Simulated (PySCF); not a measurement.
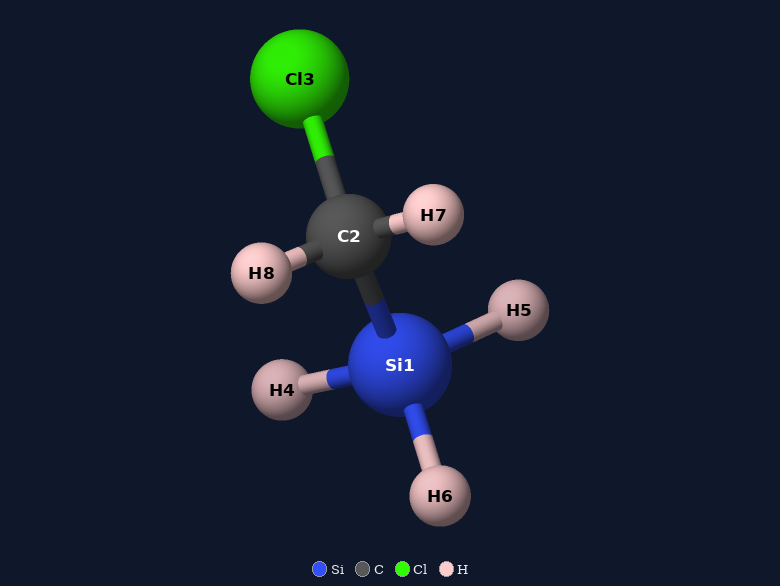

The geometry was computed by an optimisation with PBE0-D3(BJ)/def2-SVP. No frequency run is at hand to confirm it as a minimum. Properties computed with delta-SCF UKS SCAN, pcX-2 on the ionised atom, pcseg-1 elsewhere, spin-free X2C (PySCF 2.14.0).

Give the core-electron binding energies (to vacuum; p and d levels without spin–orbit splitting) of Si1 1s, Si1 2p, C2 1s, Cl3 1s, Cl3 2p.

```tsv
atom	level	binding energy (eV)
Si1	1s	1846.9
Si1	2p	107.3
C2	1s	292.0
Cl3	1s	2828.7
Cl3	2p	206.6
```
